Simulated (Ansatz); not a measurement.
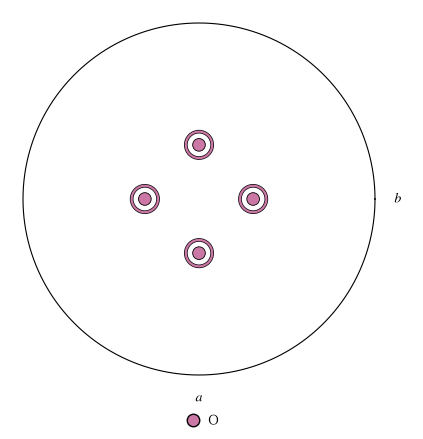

For CsTaO2, the geometry relaxed with DFT PBE, scalar-relativistic, plane waves, PAW in Ansatz; the starting structure was generated, so it need not be a known form of this composition: directions from one caesium atom at (1/2, 1/2, 1/2) to its bonded neighbours, in stereographic projection down c (filled: above the plane of the page or in it, open: below). Geometry calculated from the standardised cell; symmetry tolerance 0.002 Å.

Neighbours are counted up to 3.78 Å for O; other elements are left out.

```
Cs Ta O
1.0
     3.94814    0.00000    0.00000
     0.00000    3.94814    0.00000
     0.00000    0.00000    5.80939
Cs Ta O
1 1 2
Direct
  0.50000 0.50000 0.50000
  0.00000 0.00000 0.00000
  0.50000 0.00000 0.00000
  0.00000 0.50000 0.00000
```

**How many neighbours are there, and at what angles?**

8: 8 O at 3.51 Å. Angles between bonds: 47° (8×), 68° (4×), 112° (4×), 133° (8×), 180° (4×).

**What is the site's symmetry in the crystal?**

Point group 4/mmm (D4h), order 16: one fourfold axis, four twofold axes, five mirror planes, an inversion centre. In No. 123, P4/mmm this is Wyckoff position 1d.
